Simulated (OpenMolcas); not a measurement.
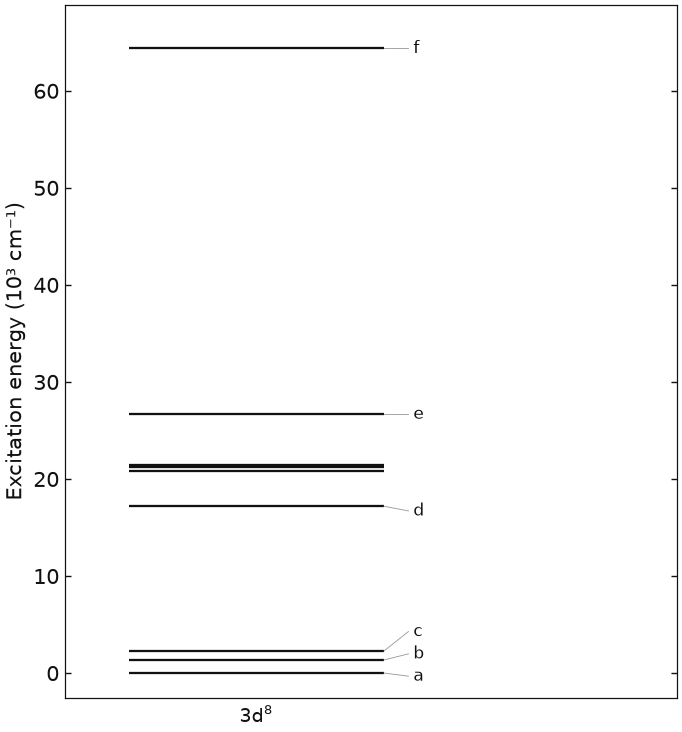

The lowest computed levels of Ni²⁺, 6 of them lettered. a: 3d⁸ ³F₄ at 0; b: 3d⁸ ³F₃ at 1,340 cm⁻¹; c: 3d⁸ ³F₂ at 2,270 cm⁻¹; d: 3d⁸ ¹D₂ at 17,200 cm⁻¹; e: 3d⁸ ¹G₄ at 26,700 cm⁻¹; f: 3d⁸ ¹S₀ at 64,400 cm⁻¹.

Run report: Ni²⁺, multiconfigurational calculation

- system: Ni²⁺.
- method: state-averaged CASSCF, active space 8 electrons in the shell 3d, basis ANO-RCC-VTZP, DKH2 scalar Hamiltonian, spin-orbit coupling by RASSI with atomic mean-field integrals (OpenMolcas)

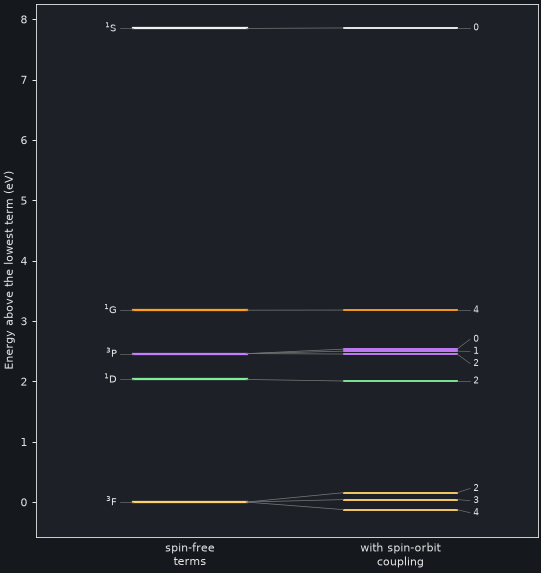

Terms of Ni²⁺ (nickel, Z = 28) without and with spin-orbit coupling; numbers at the right are J. ³F (at 0) splits over 0.281 eV into J = 4, 3, 2 from the bottom up (inverted); ¹D (at 2.03 eV) gives the one level J = 2; ³P (at 2.46 eV) splits over 0.0815 eV into J = 2, 1, 0 from the bottom up (inverted); ¹G (at 3.18 eV) gives the one level J = 4; ¹S (at 7.85 eV) gives the one level J = 0. The ground level lies 0.126 eV below the lowest term.

These pictures come from the run below.

## Input
```
&GATEWAY
Coord
1

Ni 0.0 0.0 0.0
Basis=ANO-RCC-VTZP
Group=XYZ
NoMove
AngMom=0.0 0.0 0.0
AMFI
&SEWARD
&RASSCF
FileOrb=start.orb
Symmetry=1
Spin=3
nActEl=8 0 0
Inactive=3 6
Ras2=5 0
CIRoot=10 10 1
SDav=10
CIMx=300
Iter=120 100
PrWF=0.3
OrbListing=Nothing
MaxOrb=0
Atom
>>> COPY $Project.JobIph JOB001
&RASSCF
FileOrb=start.orb
Symmetry=1
Spin=1
nActEl=8 0 0
Inactive=3 6
Ras2=5 0
CIRoot=15 15 1
SDav=15
CIMx=300
Iter=120 100
PrWF=0.3
OrbListing=Nothing
MaxOrb=0
Atom
CIOnly
>>> COPY $Project.JobIph JOB002
&RASSI
NrOfJobIphs=2 10 15
1 2 3 4 5 6 7 8 9 10
1 2 3 4 5 6 7 8 9 10 11 12 13 14 15
IphNames
JOB001
JOB002
EJob
SpinOrbit
DIPRint=1.0
SOCoupling=1000.0
Subsets=2
MEES
Property=10
'ANGMOM' 1 'ANGMOM' 2 'ANGMOM' 3 'MLTPL  1' 1 'MLTPL  1' 2 'MLTPL  1' 3
'AMFI' 1 'AMFI' 2 'AMFI' 3 'MLTPL  2' 6
SOProperty=3
'ANGMOM' 1 'ANGMOM' 2 'ANGMOM' 3
```

The file start.orb holds starting orbitals from an earlier step. A driver script formed the levels outside the program, from RASSI's spin-orbit matrix and the active-space energies, averaged over the components of each term or state.

Command:
```bash
OMP_NUM_THREADS=1 MOLCAS_MEM=1689 MOLCAS_PROJECT=a pymolcas a.inp > a.log  # once for each step of the input, in one work folder
```

## Output (extracts)
```
--- SEWARD ---
Basis set label: NI.ANO-RCC...6S5P3D2F1G.

      Electronic valence basis set:
      ------------------
      Associated Effective Charge  28.000000 au
      Associated Actual Charge     28.000000 au
      Nuclear Model: Point charge

      Shell  nPrim  nBasis  Cartesian Spherical Contaminant
         s      21       6        X
         p      15       5        X
         d      10       3                 X
         f       6       2                 X
         g       4       1                 X
                  Relativistic Douglas-Kroll-Hess integrals:
                    - DKH order of Hamiltonian: 2
                    - DKH order of Properties : 0
                  Atomic mean-field integrals
--- RASSCF ---
Wave function specifications:
      -----------------------------

      Number of closed shell electrons          18
      Number of electrons in active shells       8
      Max number of holes in RAS1 space          0
      Max nr of electrons in RAS3 space          0
      Number of inactive orbitals                9
      Number of active orbitals                  5
      Number of secondary orbitals              45
      Spin quantum number                      1.0
      State symmetry                             1
Orbital specifications:
      -----------------------

      Symmetry species                           1   2
                                                ag  au
      Frozen orbitals                            0   0
      Inactive orbitals                          3   6
      Active orbitals                            5   0
      RAS1 orbitals                              0   0
      RAS2 orbitals                              5   0
      RAS3 orbitals                              0   0
      Secondary orbitals                        22  23
      Deleted orbitals                           0   0
      Number of basis functions                 30  29
      Number of CSFs                            10
      Number of root(s) required                10
      Iter CI   SX   CI       RASSCF       Energy    max ROT     max BLB   max BLB  Level Ln srch  Step   QN
          iter iter root      energy       change     param      element    value   shift minimum  type update
 Nr of preliminary CI iterations:   1
      Total energies have been shifted. Add                -1000.00 au
        1   1    8    0  -518.07287092    0.00E+00  -1.02E-01*   6  14 1  3.06E-01*  0.00   0.00    SX    NO
        2   1    9    0  -518.13469909   -6.18E-02*  6.15E-02    6  12 2  2.74E-01*  0.00   0.00    SX    NO
        3   1    8    0  -518.14241987   -7.72E-03*  5.96E-02    4  10 2 -2.28E-01*  0.00   0.00    SX    NO
        4   1    9    0  -518.15179375   -9.37E-03*  5.41E-02    6  12 2  2.09E-01*  0.00   0.00    SX    NO
        5   1    8    0  -518.15548714   -3.69E-03*  2.33E-02    6  12 2 -1.92E-01*  0.00   0.52    LS   YES
        6   1    8    0  -518.18512051   -2.96E-02* -4.06E-03    6  14 1  1.92E-02*  0.00   1.12    QN   YES
        7   1    7    0  -518.18550108   -3.81E-04*  2.80E-04    6  12 2  1.19E-03*  0.00   0.94    QN   YES
        8   1    5    0  -518.18550296   -1.88E-06* -3.49E-06    3  12 2 -2.84E-05   0.00   1.00    QN   YES
        9   1    4    0  -518.18550296   -7.04E-10   5.53E-07    3  11 1 -4.20E-06   0.00   1.17    QN   YES
      Convergence after  9 iterations
       10   1    4    0  -518.18550296   -1.91E-11   5.53E-07    5  14 2 -1.76E-07   0.00   1.17    QN   YES
      Natural orbitals and occupation numbers for root  1
      sym 1:   1.157183   2.000000   1.842817   1.842817   1.157183
      Natural orbitals and occupation numbers for root  2
      sym 1:   1.215155   2.000000   1.215155   1.784845   1.784845
      Natural orbitals and occupation numbers for root  3
      sym 1:   2.000000   1.763240   1.236760   1.763240   1.236760
::    RASSCF root number  1 Total energy:  -1518.21261748
::    RASSCF root number  2 Total energy:  -1518.21261748
::    RASSCF root number  3 Total energy:  -1518.21261748
::    RASSCF root number  4 Total energy:  -1518.21261748
::    RASSCF root number  5 Total energy:  -1518.21261748
::    RASSCF root number  6 Total energy:  -1518.21261748
::    RASSCF root number  7 Total energy:  -1518.21261748
::    RASSCF root number  8 Total energy:  -1518.12223576
::    RASSCF root number  9 Total energy:  -1518.12223576
::    RASSCF root number 10 Total energy:  -1518.12223576
--- RASSCF ---
Wave function specifications:
      -----------------------------

      Number of closed shell electrons          18
      Number of electrons in active shells       8
      Max number of holes in RAS1 space          0
      Max nr of electrons in RAS3 space          0
      Number of inactive orbitals                9
      Number of active orbitals                  5
      Number of secondary orbitals              45
      Spin quantum number                      0.0
      State symmetry                             1
Orbital specifications:
      -----------------------

      Symmetry species                           1   2
                                                ag  au
      Frozen orbitals                            0   0
      Inactive orbitals                          3   6
      Active orbitals                            5   0
      RAS1 orbitals                              0   0
      RAS2 orbitals                              5   0
      RAS3 orbitals                              0   0
      Secondary orbitals                        22  23
      Deleted orbitals                           0   0
      Number of basis functions                 30  29
      Number of CSFs                            15
      Number of root(s) required                15
      Iter CI   SX   CI       RASSCF       Energy    max ROT     max BLB   max BLB  Level Ln srch  Step   QN
          iter iter root      energy       change     param      element    value   shift minimum  type update
 Nr of preliminary CI iterations:   1
        1   1    0    0 -1518.09841749    0.00E+00   0.00E+00    7  15 1 -1.08E-02*  0.00   0.00    SX    NO
      Natural orbitals and occupation numbers for root  1
      sym 1:   1.447865   1.936881   1.428571   1.758111   1.428571
      Natural orbitals and occupation numbers for root  2
      sym 1:   1.981408   1.428571   1.492925   1.428571   1.668525
      Natural orbitals and occupation numbers for root  3
      sym 1:   1.459216   1.428571   1.953306   1.730335   1.428571
::    RASSCF root number  1 Total energy:  -1518.13797279
::    RASSCF root number  2 Total energy:  -1518.13797279
::    RASSCF root number  3 Total energy:  -1518.13797279
::    RASSCF root number  4 Total energy:  -1518.13797279
::    RASSCF root number  5 Total energy:  -1518.13797279
::    RASSCF root number  6 Total energy:  -1518.09579465
::    RASSCF root number  7 Total energy:  -1518.09579465
::    RASSCF root number  8 Total energy:  -1518.09579465
::    RASSCF root number  9 Total energy:  -1518.09579465
::    RASSCF root number 10 Total energy:  -1518.09579465
::    RASSCF root number 11 Total energy:  -1518.09579465
::    RASSCF root number 12 Total energy:  -1518.09579465
::    RASSCF root number 13 Total energy:  -1518.09579465
::    RASSCF root number 14 Total energy:  -1518.09579465
::    RASSCF root number 15 Total energy:  -1517.92424654
--- RASSI ---
SPIN-FREE ENERGIES:
  (Shifted by EMIN (a.u.) =      -1518.2126174791)

 SF State       Relative EMIN(au)   Rel lowest level(eV)    D:o, cm**(-1)      L_eff

     1             0.0000000000        0.0000000000              0.0000         3.0
     2             0.0000000000        0.0000000000              0.0000         3.0
     3             0.0000000000        0.0000000000              0.0000         3.0
     4             0.0000000000        0.0000000000              0.0000         3.0
     5             0.0000000000        0.0000000000              0.0000         3.0
     6             0.0000000000        0.0000000000              0.0000         3.0
     7             0.0000000000        0.0000000000              0.0000         3.0
    11             0.0746446922        2.0311855496          16382.6163         2.0
    12             0.0746446922        2.0311855496          16382.6163         2.0
    13             0.0746446922        2.0311855496          16382.6163         2.0
    14             0.0746446922        2.0311855496          16382.6163         2.0
    15             0.0746446922        2.0311855496          16382.6163         2.0
    10             0.0903817143        2.4594117374          19836.4934         1.0
     8             0.0903817143        2.4594117374          19836.4934         1.0
     9             0.0903817143        2.4594117374          19836.4934         1.0
    16             0.1168228255        3.1789110271          25639.6466         4.0
    17             0.1168228255        3.1789110271          25639.6466         4.0
    18             0.1168228255        3.1789110271          25639.6466         4.0
    19             0.1168228255        3.1789110271          25639.6466         4.0
    20             0.1168228255        3.1789110271          25639.6466         4.0
    21             0.1168228255        3.1789110271          25639.6466         4.0
    22             0.1168228255        3.1789110271          25639.6466         4.0
    23             0.1168228255        3.1789110271          25639.6466         4.0
    24             0.1168228255        3.1789110271          25639.6466         4.0
    25             0.2883709369        7.8469729449          63290.1051         0.0
     Dipole printing threshold changed to   1.00000000E+00
Eigenvalues of complex Hamiltonian:
   -----------------------------------
  (Shifted by EMIN (a.u.) =      -1518.2126174791)

 SO State       Relative EMIN(au)   Rel lowest level(eV)    D:o, cm**(-1)     J-value

     1            -0.0046126339        0.0000000000              0.0000         2.0
     2            -0.0046126339        0.0000000000              0.0000         2.8
     3            -0.0046126339        0.0000000000              0.0000         3.4
     4            -0.0046126339        0.0000000000              0.0000         3.5
     5            -0.0046126339        0.0000000000              0.0000         3.6
     6            -0.0046126339        0.0000000000              0.0000         3.5
     7            -0.0046126339        0.0000000000              0.0000         3.4
     8            -0.0046126339        0.0000000000              0.0000         3.8
     9            -0.0046126339        0.0000000000              0.0000         2.5
    10             0.0015124291        0.1666714544           1344.2959         2.6
    11             0.0015124291        0.1666714544           1344.2959         2.3
    12             0.0015124291        0.1666714544           1344.2959         2.2
    13             0.0015124291        0.1666714544           1344.2959         2.3
    14             0.0015124291        0.1666714544           1344.2959         2.7
    15             0.0015124291        0.1666714544           1344.2959         1.8
    16             0.0015124291        0.1666714544           1344.2959         2.5
    17             0.0057299973        0.2814373334           2269.9452         1.2
    18             0.0057299973        0.2814373334           2269.9452         1.8
    19             0.0057299973        0.2814373334           2269.9452         1.7
    20             0.0057299973        0.2814373334           2269.9452         1.6
    21             0.0057299973        0.2814373334           2269.9452         1.5
    22             0.0737024096        2.1310608987          17188.1653         1.1
    23             0.0737024096        2.1310608987          17188.1653         1.1
    24             0.0737024096        2.1310608987          17188.1653         1.7
    25             0.0737024096        2.1310608987          17188.1653         1.8
    26             0.0737024096        2.1310608987          17188.1653         1.9
    27             0.0901312867        2.5781134180          20793.8870         1.5
    28             0.0901312867        2.5781134180          20793.8870         1.7
    29             0.0901312867        2.5781134180          20793.8870         1.9
    30             0.0901312867        2.5781134180          20793.8870         1.7
    31             0.0901312867        2.5781134180          20793.8870         1.0
    32             0.0918941434        2.6260831918          21180.7894         0.9
    33             0.0918941434        2.6260831918          21180.7894         0.6
    34             0.0918941434        2.6260831918          21180.7894         0.8
    35             0.0931253952        2.6595872610          21451.0179         0.0
    36             0.1168981722        3.3064774796          26668.5394         3.0
    37             0.1168981722        3.3064774796          26668.5394         2.7
    38             0.1168981722        3.3064774796          26668.5394         2.7
    39             0.1168981722        3.3064774796          26668.5394         3.6
    40             0.1168981722        3.3064774796          26668.5394         2.7
    41             0.1168981722        3.3064774796          26668.5394         3.5
Weights of the five most important spin-orbit-free states for each spin-orbit state.

 SO State  Total energy (au)           Spin-free states, spin, and weights
 -------------------------------------------------------------------------------------------------------
    1        -0.004613       6 1.0  0.4699    1 1.0  0.3075    3 1.0  0.1105    4 1.0  0.0505    5 1.0  0.0397
    2        -0.004613       3 1.0  0.3221    7 1.0  0.2424    1 1.0  0.1822    2 1.0  0.0750    6 1.0  0.0725
    3        -0.004613       3 1.0  0.2665    2 1.0  0.2453    5 1.0  0.1328    1 1.0  0.1309    6 1.0  0.1301
    4        -0.004613       7 1.0  0.4807    2 1.0  0.1730    6 1.0  0.1024    4 1.0  0.1012    5 1.0  0.0764
    5        -0.004613       4 1.0  0.2701    2 1.0  0.2489    5 1.0  0.2452    3 1.0  0.0861    7 1.0  0.0692
    6        -0.004613       7 1.0  0.4185    4 1.0  0.2134    2 1.0  0.1547    5 1.0  0.0877    1 1.0  0.0711
    7        -0.004613       3 1.0  0.2337    2 1.0  0.1917    6 1.0  0.1512    4 1.0  0.1438    5 1.0  0.1394
    8        -0.004613       5 1.0  0.4335    4 1.0  0.3406    3 1.0  0.0727    1 1.0  0.0517    6 1.0  0.0470
    9        -0.004613       1 1.0  0.3878    6 1.0  0.2505    2 1.0  0.1323    3 1.0  0.1103    5 1.0  0.0740
   10         0.001512       7 1.0  0.4634    6 1.0  0.1392    1 1.0  0.1077    4 1.0  0.0825    5 1.0  0.0761
   11         0.001512       7 1.0  0.2406    6 1.0  0.1914    1 1.0  0.1883    4 1.0  0.1465    5 1.0  0.1101
   12         0.001512       6 1.0  0.2598    7 1.0  0.2037    1 1.0  0.1906    5 1.0  0.1672    4 1.0  0.0952
```

## Spin-orbit levels, grouped by J and assigned

```tsv
Configuration	Level	E (cm⁻¹)	LS purity (%)	Landé g
3d⁸	³F₄	0	100	1.250
3d⁸	³F₃	1,344	100	1.084
3d⁸	³F₂	2,270	100	0.667
3d⁸	¹D₂	17,190	92	1.037
3d⁸	³P₂	20,790	92	1.463
3d⁸	³P₁	21,180	100	1.501
3d⁸	³P₀	21,450	100	–
3d⁸	¹G₄	26,670	100	1.000
3d⁸	¹S₀	64,360	100	–
```

## Results in brief

- outcome: converged
- lowest level: 3d⁸ ³F₄
- first excited level: 3d⁸ ³F₃, 1,344 cm⁻¹ (measured: 1,361)
- energy of the lowest spin-free term: −1518.21262 hartree
- energy of the lowest spin-orbit level: −1518.21723 hartree
- largest spread among components of a term: 0.0 cm⁻¹
- hardware: 1 thread of Intel Xeon (Granite Rapids), 64 GiB of memory available, shared host
- wall time: 3.4 s

## Remarks

Against measured levels the run misses widely: 3d8 3P J = 2 comes out at 20,794 cm⁻¹ where 16,662 cm⁻¹ is measured. Without dynamic correlation the splittings between terms come out too large, often by 20 to 50 %. Caveats: only configurations of the active space are included.
